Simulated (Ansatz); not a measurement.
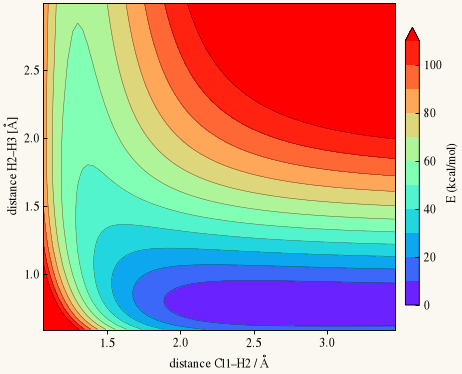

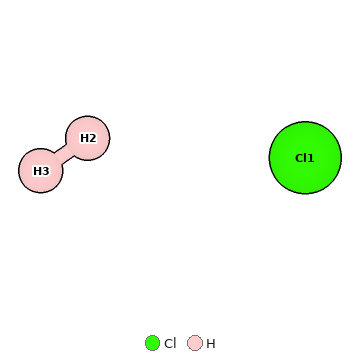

Energy landscape of the system Cl⁻ + H₂. Coordinates scanned: (1) distance Cl1–H2; (2) distance H2–H3. Nothing is relaxed (the angle Cl1–H2–H3 is fixed at 140 degrees). The scan uses a 17 × 17 grid. All energies are given in kcal/mol relative to the lowest grid point. The reference is spin-restricted, so regions where a bond is pulled apart into radicals lie too high. Computed with RKS CAM-B3LYP-D4/aug-cc-pVTZ (Ansatz).

In the figure: filled contours, one colour for all values above the top of the scale. Between grid points the surface is interpolated. The second picture is the structure at the lowest point.

Q: Summarise what can be read from the map.

A: The lowest grid point is at distance Cl1–H2 = 2.896 Å, distance H2–H3 = 0.753 Å. The highest grid point, distance Cl1–H2 = 1.064 Å, distance H2–H3 = 0.592 Å, lies 209 kcal/mol above the lowest.

Grid values (kcal/mol):

```tsv
distance H2–H3 ↓, distance Cl1–H2 →	1.129	1.336	1.593	1.883	2.200	2.539	2.896	3.271
2.992	74	61	77	99	118	132	142	148
2.610	72	59	72	93	110	123	132	138
2.243	70	55	66	83	98	109	117	122
1.895	70	51	58	71	83	92	98	102
1.567	71	48	48	55	62	68	72	75
1.263	78	46	36	35	37	40	43	44
0.988	94	49	27	17	13	13	14	15
0.753	127	67	30	11	3	0	0	0
0.592	175	103	55	30	20	16	15	15
```

The table holds every second grid line.

The input of one point:

```yaml
crystal:
  periodic: [false, false, false]
  atoms:
    - { symbol: Cl, position_ang: [-2.896, 0.0, 0.0] }
    - { symbol: H, position_ang: [0.0, 0.0, 0.0] }
    - { symbol: H, position_ang: [0.576831, 0.484019, 0.0] }
total_charge: -1
basis:
  gaussian: { orbitals: aug-cc-pVTZ }
hamiltonian:
  xc: { name: CAM-B3LYP }
  dispersion: d4
output:
  forces: true
```

Time for the 289 points that were run: 5.7 min on 1 thread of Arm Neoverse V2, with other jobs on the host.
